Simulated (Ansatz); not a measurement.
**A hypothetical structure for CsAl3P**

Starting from a made-up structure for CsAl3P, the aim is the relaxed cell, its shortest contacts and, where a second run follows, its electronic structure.

Main program and level: Ansatz 0.2.0; DFT, PBEsol, plane-wave PAW, files of the set soft_1, scalar-relativistic, no spin, cell and ions relaxed at zero pressure; PAW set soft_1, in the first sound run; inputs show where later runs differ.

## 1. The starting structure

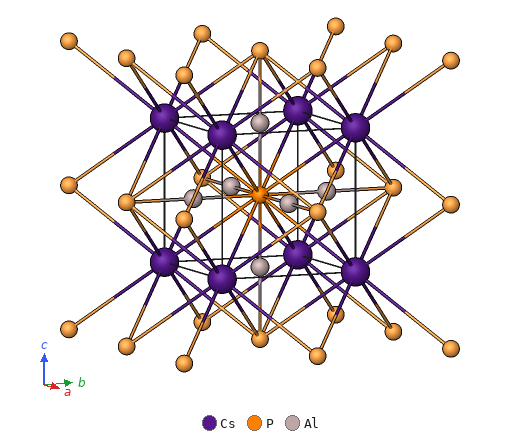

The cell as given, slightly off an axis (caesium purple, phosphorus orange, aluminium light grey). Some periodic images of atoms are drawn too.

Structure file:

```cif
data_structure
_symmetry_space_group_name_H-M 'Pm-3m'
_symmetry_Int_Tables_number 221
_cell_length_a 5.4380
_cell_length_b 5.4380
_cell_length_c 5.4380
_cell_angle_alpha 90.000
_cell_angle_beta 90.000
_cell_angle_gamma 90.000
_cell_volume 160.81
loop_
_atom_site_label
_atom_site_type_symbol
_atom_site_symmetry_multiplicity
_atom_site_Wyckoff_symbol
_atom_site_fract_x
_atom_site_fract_y
_atom_site_fract_z
_atom_site_occupancy
Cs1 Cs 1 a 0.00000 0.00000 0.00000 1
P1 P 1 b 0.50000 0.50000 0.50000 1
Al1 Al 3 c 0.50000 0.50000 0.00000 1
```

## 2. Relaxing cell and atoms

The guessed cell has no reason to be at equilibrium. It is relaxed with the atoms, within the space group of the guess.

File input.yaml:

```yaml
crystal:
  lattice:
    - [5.438, 0.0, 0.0]
    - [0.0, 5.438, 0.0]
    - [0.0, 0.0, 5.438]
  atoms:
    - { symbol: Cs, position: [0.0, 0.0, 0.0] }
    - { symbol: P, position: [0.5, 0.5, 0.5] }
    - { symbol: Al, position: [0.5, 0.5, 0.0] }
    - { symbol: Al, position: [0.5, 0.0, 0.5] }
    - { symbol: Al, position: [0.0, 0.5, 0.5] }
kpoints:
  mp_grid: { grid: [5, 5, 5] }
scf:
  occupations: { method: fermi_dirac, width: 0.05 }
hamiltonian:
  xc: pbesol
  pseudopotentials: { kind: paw, azcp: { folder: soft_1 }, xc_functional: pbe }
relax:
  f_tol: 0.015
  max_steps: 70
  cell: {}
output:
  forces: true
  stress: true
```

Launch:

```
> ansatz run input.yaml --threads 4 --pin off --max-ram 8192MiB --backend cpu --events-out ev --progress --plain --runs-dir out
```

Numbers of over 12 decimals in the logs are rounded to 6 here.

Output:

```text
Engine: ansatz 0.2.0, x86_64-unknown-linux-gnu
Pseudopotentials: kind: paw
Pseudopotential: Cs, paw, valence charge 9, recommended cutoff 420 eV (normal), soft_1/Cs.paw.azcp
Pseudopotential: P, paw, valence charge 5, recommended cutoff 420 eV (normal), soft_1/P.paw.azcp
Pseudopotential: Al, paw, valence charge 3, recommended cutoff 420 eV (normal), soft_1/Al.paw.azcp
Functional definition: PBEsol
  exchange = pbesol_x
  correlation = pbesol_c
Crystal: 5 atoms, lattice volume = 160.812 Å³
Basis set: ecut = 420 eV, 3119 PW (Γ), exchange–correlation on 80×80×80 points (8 copies of the dense FFT grid, shifted against one another)
Bands: 17, of which v1, the nominal top of the filled ones, is band 12 counted from 1 (11 counted from 0)
Symmetry: 48 space group operations
Space group: Pm-3m (ITA 221), of the structure as read, at distance tolerance 5.4e-5 Å
k-points: 10 of 125
Non-local potential: Cs, projectors of the file, l = 0: 3, l = 1: 2, l = 2: 2, l = 3: 2
Non-local potential: P, projectors of the file, l = 0: 2, l = 1: 2, l = 2: 1
Non-local potential: Al, projectors of the file, l = 0: 2, l = 1: 2, l = 2: 1
PAW form: soft (Blöchl's): semilocal exchange-correlation on the pseudo side does not see the compensation charge
PAW frozen core: Cs, regenerated for the run's functional, and the local potential with it (the file was generated under x = pbe(κ = 0.804, μ = 0.219515), c = pbe(β = 0.066725))
PAW frozen core: P, regenerated for the run's functional, and the local potential with it (the file was generated under x = pbe(κ = 0.804, μ = 0.219515), c = pbe(β = 0.066725))
PAW frozen core: Al, regenerated for the run's functional, and the local potential with it (the file was generated under x = pbe(κ = 0.804, μ = 0.219515), c = pbe(β = 0.066725))
PAW one-centre angular grid: Cs, 194 points (default); XC on 64 Gauss nodes
PAW one-centre angular grid: P, 110 points (default); XC on 64 Gauss nodes
PAW one-centre angular grid: Al, 110 points (default); XC on 64 Gauss nodes
Initial density: superposition of atomic densities (chi_scale 0.1, normalization cell, long waves kept (reshape's long-wave potential 0.00 eV rms))
Initial wavefunctions: pseudopotential atomic-orbital guess
Functional: x = pbesol(κ = 0.804, μ = 0.123457), c = pbesol(β = 0.046)
SCF iter   1: F=—  HF=-7896.904446 eV  |F-HF|=—  |Δ(HF+E_count)|=         —  Δρ=1.82e-2  dr2=1.38e0  ethr=3.10e-3  ⟨swp⟩=9.5  Hψ=1208  notcnv=0
preconditioner: auto → Kerker (q_TF=auto, 1.973 Å⁻¹)  [metal: Δε(μ)=0.081 eV  Ē_g=7.040 eV  σ=0.050 eV  W_gap=0.34  n_scr=18 (ndim 8)  ℏωp=13.4 eV  f_vac=0.000  D(μ)=5.05/eV (n_scr^D=32)]
SCF iter   2: F=—  HF=-7896.623055 eV  |F-HF|=—  |Δ(HF+E_count)|=   2.81e-1  Δρ=9.56e-3  dr2=4.40e-1  ethr=3.10e-3  ⟨swp⟩=2.4  Hψ=323  notcnv=0
SCF iter   3: F=—  HF=-7896.471789 eV  |F-HF|=—  |Δ(HF+E_count)|=   1.51e-1  Δρ=2.58e-3  dr2=4.46e-2  ethr=1.91e-3  ⟨swp⟩=2.8  Hψ=279  notcnv=0
SCF iter   4: F=—  HF=-7896.453724 eV  |F-HF|=—  |Δ(HF+E_count)|=   1.81e-2  Δρ=7.72e-4  dr2=2.00e-3  ethr=1.94e-4  ⟨swp⟩=3.5  Hψ=345  notcnv=0
SCF iter   5: F=—  HF=-7896.453408 eV  |F-HF|=—  |Δ(HF+E_count)|=   3.17e-4  Δρ=1.71e-4  dr2=8.66e-5  ethr=8.68e-6  ⟨swp⟩=2.8  Hψ=282  notcnv=0
SCF iter   6: F=—  HF=-7896.453377 eV  |F-HF|=—  |Δ(HF+E_count)|=   3.08e-5  Δρ=2.29e-5  dr2=1.27e-6  ethr=3.77e-7  ⟨swp⟩=2.7  Hψ=312  notcnv=0
SCF iter   7: F=-7896.453377 eV  HF=-7896.453377 eV  |F-HF|=5.24e-9  |Δ(HF+E_count)|=   4.78e-8  Δρ=5.18e-6  dr2=8.68e-8  ethr=4.35e-10  ⟨swp⟩=5.1  Hψ=682  notcnv=0
SCF 1 converged in 7 iterations: F = -7896.453377 eV  dr2 = 8.68e-8
  greatest PAW one-centre occupation: 0.930 electrons in one spin orbital (limit 2), on the Cs atom at site 0 (counted from 0), in its partial waves of l = 0
relax step   1: F+E_penalty+E_count = -7896.45337707 eV  Δ(F+E_penalty+E_count) = +0.000e0 eV  max|allowed force component| = 2.925e-30 eV/Å  Δτ_max = 0.0000 Å  P = -4.767 GPa  Ω = 160.812 Å³  (7 SCF iters, dr2 threshold 1.00e-7 eV, accepted)
Crystal: 5 atoms, lattice volume = 142.590 Å³
Basis set: ecut = 420 eV, 2801 PW (Γ), exchange–correlation on 80×80×80 points (8 copies of the dense FFT grid, shifted against one another)
Initial density: handed on by an earlier stage of this run
Initial wavefunctions: those handed on with the density
iter 1 solved again at ethr=3.86e-5 eV; its pass at ethr=3.10e-3 eV (dr2=8.89e-3 eV) is discarded
SCF iter   1: F=—  HF=-7896.910368 eV  |F-HF|=—  |Δ(HF+E_count)|=         —  Δρ=1.71e-3  dr2=8.38e-3  ethr=3.86e-5  ⟨swp⟩=2.0  Hψ=1334  notcnv=0
preconditioner: auto → Kerker (q_TF=auto, 2.013 Å⁻¹)  [metal: Δε(μ)=0.019 eV  Ē_g=7.187 eV  σ=0.050 eV  W_gap=0.09  n_scr=18 (ndim 8)  ℏωp=14.3 eV  f_vac=0.001  D(μ)=5.81/eV (n_scr^D=56)]
SCF iter   2: F=—  HF=-7896.907956 eV  |F-HF|=—  |Δ(HF+E_count)|=   2.41e-3  Δρ=9.63e-4  dr2=2.53e-3  ethr=3.64e-5  ⟨swp⟩=1.1  Hψ=171  notcnv=0
SCF iter   3: F=—  HF=-7896.907073 eV  |F-HF|=—  |Δ(HF+E_count)|=   8.83e-4  Δρ=2.51e-4  dr2=2.08e-4  ethr=1.10e-5  ⟨swp⟩=2.6  Hψ=276  notcnv=0
SCF iter   4: F=—  HF=-7896.906986 eV  |F-HF|=—  |Δ(HF+E_count)|=   8.69e-5  Δρ=7.41e-5  dr2=3.01e-5  ethr=9.05e-7  ⟨swp⟩=2.1  Hψ=243  notcnv=0
SCF iter   5: F=—  HF=-7896.906979 eV  |F-HF|=—  |Δ(HF+E_count)|=   6.83e-6  Δρ=3.55e-5  dr2=3.47e-6  ethr=1.31e-7  ⟨swp⟩=2.0  Hψ=248  notcnv=0
SCF iter   6: F=-7896.906978 eV  HF=-7896.906978 eV  |F-HF|=9.05e-8  |Δ(HF+E_count)|=   1.01e-6  Δρ=6.79e-6  dr2=1.35e-7  ethr=2.17e-9  ⟨swp⟩=5.1  Hψ=630  notcnv=0
SCF 2 converged in 6 iterations: F = -7896.906978 eV  dr2 = 1.35e-7
  greatest PAW one-centre occupation: 0.931 electrons in one spin orbital (limit 2), on the Cs atom at site 0 (counted from 0), in its partial waves of l = 0
relax step   2: F+E_penalty+E_count = -7896.90697827 eV  Δ(F+E_penalty+E_count) = -4.536e-1 eV  max|allowed force component| = 7.231e-31 eV/Å  Δτ_max = 0.0000 Å  P = -2.849 GPa  Ω = 142.590 Å³  energy of the carried Pulay correction = +9.037e-4 eV  (6 SCF iters, dr2 threshold 5.00e-7 eV, accepted)
Crystal: 5 atoms, lattice volume = 122.129 Å³
Basis set: ecut = 420 eV, 2373 PW (Γ), exchange–correlation on 80×80×80 points (8 copies of the dense FFT grid, shifted against one another)
iter 1 solved again at ethr=4.79e-5 eV; its pass at ethr=3.10e-3 eV (dr2=1.10e-2 eV) is discarded
SCF iter   1: F=—  HF=-7896.990702 eV  |F-HF|=—  |Δ(HF+E_count)|=         —  Δρ=2.39e-3  dr2=1.13e-2  ethr=4.79e-5  ⟨swp⟩=2.0  Hψ=1338  notcnv=0
preconditioner: auto → Kerker (q_TF=auto, 2.066 Å⁻¹)  [metal: Δε(μ)=0.105 eV  Ē_g=7.573 eV  σ=0.050 eV  W_gap=0.40  n_scr=18 (ndim 8)  ℏωp=15.4 eV  f_vac=0.001  D(μ)=3.72/eV (n_scr^D=26)]
SCF iter   2: F=—  HF=-7896.986083 eV  |F-HF|=—  |Δ(HF+E_count)|=   4.62e-3  Δρ=1.41e-3  dr2=3.91e-3  ethr=4.79e-5  ⟨swp⟩=1.0  Hψ=170  notcnv=0
SCF iter   3: F=—  HF=-7896.984154 eV  |F-HF|=—  |Δ(HF+E_count)|=   1.93e-3  Δρ=2.23e-4  dr2=6.11e-5  ethr=1.70e-5  ⟨swp⟩=2.4  Hψ=275  notcnv=0
SCF iter   4: F=—  HF=-7896.984135 eV  |F-HF|=—  |Δ(HF+E_count)|=   1.89e-5  Δρ=5.66e-5  dr2=1.05e-5  ethr=2.66e-7  ⟨swp⟩=2.0  Hψ=272  notcnv=0
SCF iter   5: F=—  HF=-7896.984132 eV  |F-HF|=—  |Δ(HF+E_count)|=   3.29e-6  Δρ=1.64e-5  dr2=6.56e-7  ethr=4.58e-8  ⟨swp⟩=2.5  Hψ=286  notcnv=0
SCF iter   6: F=-7896.984132 eV  HF=-7896.984132 eV  |F-HF|=5.50e-9  |Δ(HF+E_count)|=   1.03e-7  Δρ=3.70e-6  dr2=2.16e-8  ethr=2.17e-9  ⟨swp⟩=4.9  Hψ=599  notcnv=0
SCF 3 converged in 6 iterations: F = -7896.984132 eV  dr2 = 2.16e-8
relax step   3: F+E_penalty+E_count = -7896.98413190 eV  Δ(F+E_penalty+E_count) = -7.715e-2 eV  max|allowed force component| = 5.982e-31 eV/Å  Δτ_max = 0.0000 Å  P = +2.413 GPa  Ω = 122.129 Å³  energy of the carried Pulay correction = +2.058e-3 eV  (6 SCF iters, dr2 threshold 5.00e-7 eV, accepted)
Crystal: 5 atoms, lattice volume = 129.761 Å³
Basis set: ecut = 420 eV, 2517 PW (Γ), exchange–correlation on 80×80×80 points (8 copies of the dense FFT grid, shifted against one another)
iter 1 solved again at ethr=1.88e-5 eV; its pass at ethr=3.10e-3 eV (dr2=4.32e-3 eV) is discarded
SCF iter   1: F=—  HF=-7897.037507 eV  |F-HF|=—  |Δ(HF+E_count)|=         —  Δρ=1.22e-3  dr2=4.49e-3  ethr=1.88e-5  ⟨swp⟩=2.1  Hψ=1273  notcnv=0
preconditioner: auto → Kerker (q_TF=auto, 2.045 Å⁻¹)  [metal: Δε(μ)=0.065 eV  Ē_g=7.426 eV  σ=0.050 eV  W_gap=0.29  n_scr=18 (ndim 8)  ℏωp=14.9 eV  f_vac=0.001  D(μ)=4.69/eV (n_scr^D=32)]
SCF iter   2: F=—  HF=-7897.036156 eV  |F-HF|=—  |Δ(HF+E_count)|=   1.35e-3  Δρ=6.87e-4  dr2=1.44e-3  ethr=1.88e-5  ⟨swp⟩=1.1  Hψ=174  notcnv=0
SCF iter   3: F=—  HF=-7897.035642 eV  |F-HF|=—  |Δ(HF+E_count)|=   5.14e-4  Δρ=1.50e-4  dr2=3.69e-5  ethr=6.25e-6  ⟨swp⟩=2.7  Hψ=295  notcnv=0
SCF iter   4: F=—  HF=-7897.035621 eV  |F-HF|=—  |Δ(HF+E_count)|=   2.18e-5  Δρ=5.20e-5  dr2=1.20e-5  ethr=1.61e-7  ⟨swp⟩=2.0  Hψ=267  notcnv=0
SCF iter   5: F=—  HF=-7897.035617 eV  |F-HF|=—  |Δ(HF+E_count)|=   3.53e-6  Δρ=1.38e-5  dr2=8.36e-7  ethr=5.21e-8  ⟨swp⟩=2.8  Hψ=287  notcnv=0
SCF iter   6: F=-7897.035617 eV  HF=-7897.035617 eV  |F-HF|=5.02e-9  |Δ(HF+E_count)|=   2.21e-7  Δρ=2.77e-6  dr2=1.51e-8  ethr=2.17e-9  ⟨swp⟩=5.0  Hψ=620  notcnv=0
SCF 4 converged in 6 iterations: F = -7897.035617 eV  dr2 = 1.51e-8
relax step   4: F+E_penalty+E_count = -7897.03561679 eV  Δ(F+E_penalty+E_count) = -5.148e-2 eV  max|allowed force component| = 2.314e-30 eV/Å  Δτ_max = 0.0000 Å  P = -0.099 GPa  Ω = 129.761 Å³  energy of the carried Pulay correction = +1.608e-3 eV  (6 SCF iters, dr2 threshold 5.00e-7 eV, accepted)
Crystal: 5 atoms, lattice volume = 129.423 Å³
iter 1 solved again at ethr=1.42e-8 eV; its pass at ethr=3.10e-3 eV (dr2=3.26e-6 eV) is discarded
SCF iter   1: F=—  HF=-7897.035758 eV  |F-HF|=—  |Δ(HF+E_count)|=         —  Δρ=4.67e-5  dr2=5.24e-6  ethr=1.42e-8  ⟨swp⟩=3.2  Hψ=1181  notcnv=0
preconditioner: auto → Kerker (q_TF=auto, 2.046 Å⁻¹)  [metal: Δε(μ)=0.061 eV  Ē_g=7.426 eV  σ=0.050 eV  W_gap=0.28  n_scr=18 (ndim 8)  ℏωp=15.0 eV  f_vac=0.001  D(μ)=4.71/eV (n_scr^D=32)]
SCF iter   2: F=—  HF=-7897.035747 eV  |F-HF|=—  |Δ(HF+E_count)|=   1.17e-5  Δρ=2.62e-5  dr2=1.55e-6  ethr=1.42e-8  ⟨swp⟩=1.7  Hψ=216  notcnv=0
SCF iter   3: F=—  HF=-7897.035746 eV  |F-HF|=—  |Δ(HF+E_count)|=   7.01e-7  Δρ=4.22e-6  dr2=2.90e-8  ethr=6.75e-9  ⟨swp⟩=2.5  Hψ=282  notcnv=0
SCF iter   4: F=-7897.035746 eV  HF=-7897.035746 eV  |F-HF|=7.19e-10  |Δ(HF+E_count)|=   1.13e-8  Δρ=7.59e-7  dr2=1.62e-9  ethr=1.07e-10  ⟨swp⟩=4.9  Hψ=592  notcnv=0
SCF 5 converged in 4 iterations: F = -7897.035746 eV  dr2 = 1.62e-9
relax step   5: F+E_penalty+E_count = -7897.03574584 eV  Δ(F+E_penalty+E_count) = -1.290e-4 eV  max|allowed force component| = 1.578e-30 eV/Å  Δτ_max = 0.0000 Å  P = -0.004 GPa  Ω = 129.423 Å³  energy of the carried Pulay correction = +1.628e-3 eV  (4 SCF iters, dr2 threshold 2.46e-8 eV, accepted)
Basis set: ecut = 420 eV, 2517 PW (Γ), exchange–correlation on 72×72×72 points (8 copies of the dense FFT grid, shifted against one another)
Initial wavefunctions: pseudopotential atomic-orbital guess (no wavefunctions were taken with the density)
iter 1 solved again at ethr=6.91e-8 eV; its pass at ethr=3.10e-3 eV (dr2=1.59e-5 eV) is discarded
SCF iter   1: F=—  HF=-7897.035060 eV  |F-HF|=—  |Δ(HF+E_count)|=         —  Δρ=3.81e-5  dr2=1.71e-7  ethr=6.91e-8  ⟨swp⟩=4.5  Hψ=1840  notcnv=0
preconditioner: auto → Kerker (q_TF=auto, 2.046 Å⁻¹)  [metal: Δε(μ)=0.062 eV  Ē_g=7.427 eV  σ=0.050 eV  W_gap=0.28  n_scr=18 (ndim 8)  ℏωp=15.0 eV  f_vac=0.001  D(μ)=4.71/eV (n_scr^D=32)]
SCF iter   2: F=—  HF=-7897.035095 eV  |F-HF|=—  |Δ(HF+E_count)|=   3.50e-5  Δρ=2.00e-5  dr2=4.73e-8  ethr=7.44e-10  ⟨swp⟩=2.1  Hψ=279  notcnv=0
SCF iter   3: F=—  HF=-7897.035095 eV  |F-HF|=—  |Δ(HF+E_count)|=   3.42e-7  Δρ=6.18e-7  dr2=2.58e-10  ethr=2.06e-10  ⟨swp⟩=2.0  Hψ=286  notcnv=0
SCF iter   4: F=—  HF=-7897.035095 eV  |F-HF|=—  |Δ(HF+E_count)|=  1.41e-10  Δρ=2.18e-7  dr2=6.03e-11  ethr=1.00e-12  ⟨swp⟩=5.0  Hψ=648  notcnv=0
SCF iter   5: F=-7897.035095 eV  HF=-7897.035095 eV  |F-HF|=1.82e-12  |Δ(HF+E_count)|=  2.73e-12  Δρ=3.43e-8  dr2=1.91e-12  ethr=1.00e-12  ⟨swp⟩=4.2  Hψ=544  notcnv=0
SCF 6 converged in 5 iterations: F = -7897.035095 eV  dr2 = 1.91e-12
relax step   6: F+E_penalty+E_count = -7897.03509532 eV  Δ(F+E_penalty+E_count) = +6.505e-4 eV  max|allowed force component| = 3.050e-30 eV/Å  Δτ_max = 0.0000 Å  P = -0.011 GPa  Ω = 129.423 Å³  stress off target by 1.09e-2 GPa  SCF on the basis re-selected at this cell (its energy is not comparable with the rows above)  (5 SCF iters)
basis re-selected at this cell: Δ(F+E_penalty+E_count) = +6.505e-4 eV, ΔP = -0.007 GPa vs the last step (what re-selecting the basis moved, of the pressure what is left beyond the Pulay correction that the steps carried, after the strain that the cell walked since its last selection, with what the two solves' SCF thresholds leave and, on support functions, any second-order correction that the steps lacked; it is no measure of the basis error at this ecutwfc). The dense FFT grid was sized anew with the basis: this SCF ran on 36×36×36 points, the steps before it on 40×40×40, so part of this shift can come from that change (see relax.cell in the input reference). [rest of the remark cut]
SCF converged after 5 iterations
Free energy (F): -7897.035095 eV
Harris-Foulkes:  -7897.035095 eV  (|F-HF|=1.82e-12)
Internal energy: -7896.998473 eV  (E = F + TS)
E sigma→0 (E₀):  -7897.016784 eV
Entropy (-TS):   -0.036623 eV (-7.325 meV/atom)
Fermi energy:    6.288150 eV
--- Per-component energies (eV) ---
  E_band       = -19.982141
  E_kinetic    = 273.556043
  E_local      = -283.921434  (includes V_loc(G=0)·N_el)
  E_nonlocal   = 87.922335
  E_hartree    = 104.804243
  E_xc         = -358.309911
  E_vxc        = -281.276386  (∫ρ·V_xc dr)
  E_paw        = -6890.057528  (= ΣΔE_a)
  E_vpaw       = -25.871185  (= ΣTr[D̂ρ^β])
  E_aug_tail   = -0.000010  (compensation charges beyond the density's cutoff)
  E_ewald      = -831.239888
  E_core_change = 0.247677  (= ΣΔE_core)
  E_smearing   = -0.036623  (= −TS)
  E_closure    = 0.000000  (closes the sum)
  Σ components = -7897.035095   (vs F -7897.035095, Δ=0.00e0)
--- Forces (eV/Å), atoms counted from 1 ---
  atom   1  Cs    -0.00000000     0.00000000     0.00000000
  atom   2  P      0.00000000    -0.00000000     0.00000000
  atom   3  Al    -0.00000000    -0.00000000     0.00000000
  atom   4  Al    -0.00000000    -0.00000000     0.00000000
  atom   5  Al     0.00000000    -0.00000000     0.00000000
  max |Σ_I F_I| component: 4.73e-30 eV/Å
--- Stress (GPa, compression-positive) ---
       -0.010864       0.000000      -0.000000
        0.000000      -0.010864       0.000000
       -0.000000       0.000000      -0.010864
  P = ⅓ Tr σ = -0.0109 GPa (-0.109 kbar)
--- Relaxed structure (5 steps of the walk, 5 accepted, 1 SCFs on fresh bases) ---
  F+E_penalty+E_count = -7897.03509532 eV   max|allowed force component| = 3.050e-30 eV/Å   (the final SCF, on the basis selected at the relaxed cell)
  cell:  # Å, volume = 129.4226 Å³
    - [5.058286, 0, 0]
    - [0, 5.058286, 0.0]
    - [0, 0.0, 5.058286]
  atoms:
    - { symbol: Cs, position: [0, 0, 0] }
    - { symbol: P, position: [0.500000, 0.500000, 0.500000] }
    - { symbol: Al, position: [0.500000, 0.500000, 0] }
    - { symbol: Al, position: [0.500000, 0, 0.500000] }
    - { symbol: Al, position: [0, 0.500000, 0.500000] }
```

Wall time 8.2 s (4 threads of Intel Xeon Platinum 8375C at 2.90GHz (Ice Lake), shared host); peak memory 0.5 GiB.

Step by step:

| step | energy less that of the first step (eV) | largest force component (eV/Å) | pressure (GPa) | volume (Å³) |
| --- | --- | --- | --- | --- |
| 1 | 0.0000 | 0.0000 | -4.77 | 160.81 |
| 2 | -0.4536 | 0.0000 | -2.85 | 142.59 |
| 3 | -0.5308 | 0.0000 | 2.41 | 122.13 |
| 4 | -0.5822 | 0.0000 | -0.10 | 129.76 |
| 5 | -0.5824 | 0.0000 | 0.00 | 129.42 |
| 6* | -0.5817 | 0.0000 | -0.01 | 129.42 |

Relaxation steps marked * repeat the geometry before them on a plane-wave basis chosen anew for their cell, so energy and pressure can jump there.

Forces are held to the 48 operations that the run works with; a distortion that breaks them can't arise in this run.

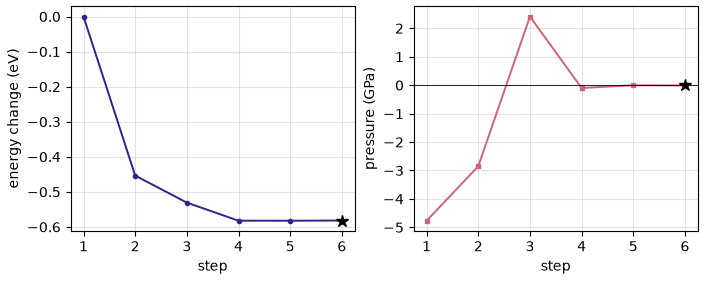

Energy and pressure along the relaxation. Stars mark steps on a basis chosen anew.

| conventional cell, symmetrised | before | after | change |
| --- | --- | --- | --- |
| a (Å) | 5.438 | 5.058 | -7.0 % |
| b (Å) | 5.438 | 5.058 | -7.0 % |
| c (Å) | 5.438 | 5.058 | -7.0 % |
| volume (Å³/atom) | 32.16 | 25.88 | -19.5 % |

Final coordinates:

```xyz
5
Lattice="5.0583 0.0000 0.0000 0.0000 5.0583 0.0000 0.0000 0.0000 5.0583" Properties=species:S:1:pos:R:3 pbc="T T T"
Cs    0.0000    0.0000    0.0000
P     2.5291    2.5291    2.5291
Al    2.5291    2.5291    0.0000
Al    2.5291    0.0000    2.5291
Al    0.0000    2.5291    2.5291
```

Numbers from this step:

```
free energy             : -7897.0351 eV
energy at zero smearing : -7897.0168 eV
smearing term TS        : 0.03662 eV
Fermi energy            : 6.288 eV
electrons               : 23
symmetry operations     : 48
pressure                : -0.01086 GPa
```

The shortest distance of each pair, which need not be the same contact before and after:

| pair | guess (Å) | relaxed (Å) |
| --- | --- | --- |
| Al–P | 2.719 | 2.529 |
| Al–Cs | 3.845 | 3.577 |
| Al–Al | 3.845 | 3.577 |
| Cs–P | 4.709 | 4.381 |
| Cs–Cs | 5.438 | 5.058 |

The relaxation ends with a pressure of -0.01 GPa.

(Continued in part 2 of 2.)

[Logs are printed without paths, hosts, clocks, repeated set-up lines and the standing remarks that a program may print on its own settings, such as how far it seeks lower states.]

[Hosts, paths, dates, database ids (printed as entryN), source tags and the programs' standing remarks are cut or masked in the printed files.]
